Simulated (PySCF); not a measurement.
SMILES [SiH3]CC[SeH] at its GFN2-xTB optimised geometry (Å):

```
12

Si     0.7719    -1.6362     0.0477
C      0.0648     0.1343     0.0000
C     -1.4452     0.1343     0.0000
Se    -2.2299     1.9591     0.0000
H      0.3147    -2.2988     1.2703
H      0.2897    -2.3686    -1.1244
H      2.2299    -1.5415     0.0264
H      0.4306     0.6517    -0.8905
H      0.4286     0.6994     0.8605
H     -1.8487    -0.3262     0.9030
H     -1.8548    -0.3816    -0.8691
H     -1.5905     2.3686    -1.2317
```

Method: PBE0/def2-TZVP (PySCF).

Map of the LUMO amplitude (bohr^(-3/2)) on the plane z = 0.6 Å; orbital energy -0.06 eV, overall sign arbitrary:

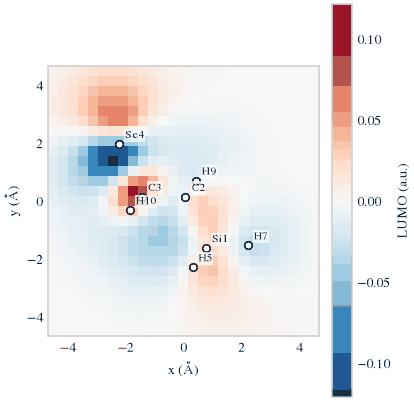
Figure: LUMO amplitude (bohr^(-3/2)) on the plane z = 0.6 Å.
